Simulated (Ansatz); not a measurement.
Consider CuH₄O₂···H₂O···H₂O (charge +1).

```yaml
atoms:
  - { symbol: Cu, position_ang: [0.0105, -0.0421, 0.5811] }
  - { symbol: O, position_ang: [3.5192, 1.0064, -0.6437] }
  - { symbol: H, position_ang: [3.7579, 1.5139, -1.4319] }
  - { symbol: H, position_ang: [4.3561, 0.7361, -0.2414] }
  - { symbol: O, position_ang: [1.2691, 1.3253, 0.5502] }
  - { symbol: H, position_ang: [2.1724, 1.2248, 0.1121] }
  - { symbol: H, position_ang: [1.3370, 1.9899, 1.2482] }
  - { symbol: O, position_ang: [-3.5292, -0.9370, -0.5671] }
  - { symbol: H, position_ang: [-3.8105, -1.4037, -1.3667] }
  - { symbol: H, position_ang: [-4.3441, -0.6699, -0.1200] }
  - { symbol: O, position_ang: [-1.2517, -1.4074, 0.5266] }
  - { symbol: H, position_ang: [-2.1688, -1.2562, 0.1349] }
  - { symbol: H, position_ang: [-1.3180, -2.0800, 1.2175] }
```

Geometry: r2SCAN-D4/def2-SVP.

Level of theory: Ansatz 0.2.0, RKS PBE0-D4/def2-TZVP.

**What can the converged electron density and electron localisation function tell about the bonding?**

O2···H6 (1.56 Å): the density falls to about 0.42 e/Å³ on the way; the ELF dips to about 0.20 between them (by its geometry a hydrogen bond between the two molecules, with no shared pair).
Cu–O (1.86 Å): ρ at the midpoint is about 0.69 e/Å³; the ELF peaks at about 0.90 in the valence shell of O, 0.5 Å from its nucleus, and is about 0.15 at the midpoint.

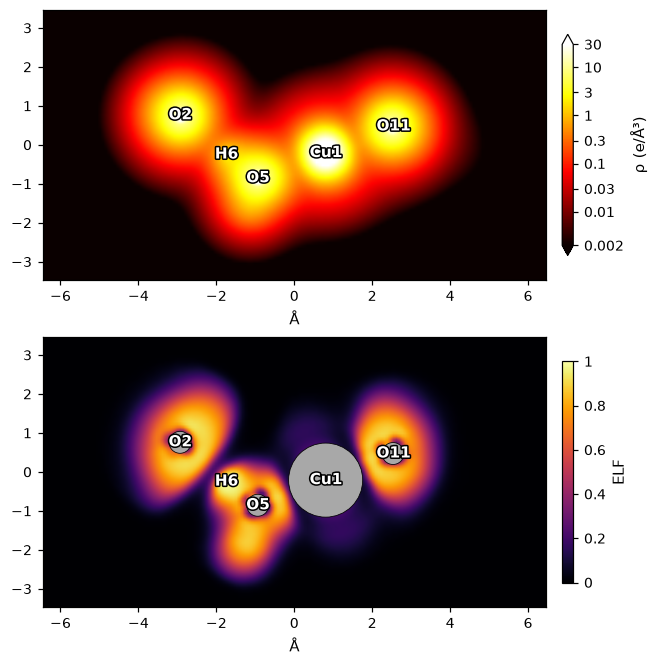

Computed electron density and electron localisation function on the plane of atoms Cu1, O5 and H6, in this order. Grey discs cover the atomic cores in the ELF map. 
